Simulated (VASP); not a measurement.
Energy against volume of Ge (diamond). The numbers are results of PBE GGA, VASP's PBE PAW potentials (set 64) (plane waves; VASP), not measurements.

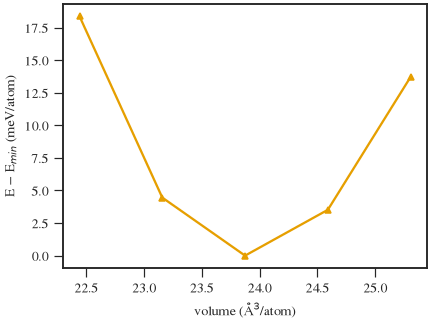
Figure: Energy against volume

Problem. Estimate the equilibrium volume and the bulk modulus.

Solution. The minimum lies near 23.9 Å³/atom, and the curvature gives B0 of about 59 GPa.

Measured: bulk modulus 77.3 GPa at 0 K (computed value off by -23.7 %), as given by Tanner et al., (2021), arXiv:2110.11888 [low-temperature value with the zero-point effect removed]; a 5.644 Å at 0 K (computed value off by +2.1 %), as given by Daniel Mejia-Rodriguez et al., Physical Review B (2018), arXiv:1807.09216 [static lattice: zero-point anharmonic expansion removed].

The compound is Ge in the diamond structure. It was relaxed first, which changed the volume by +6 %.
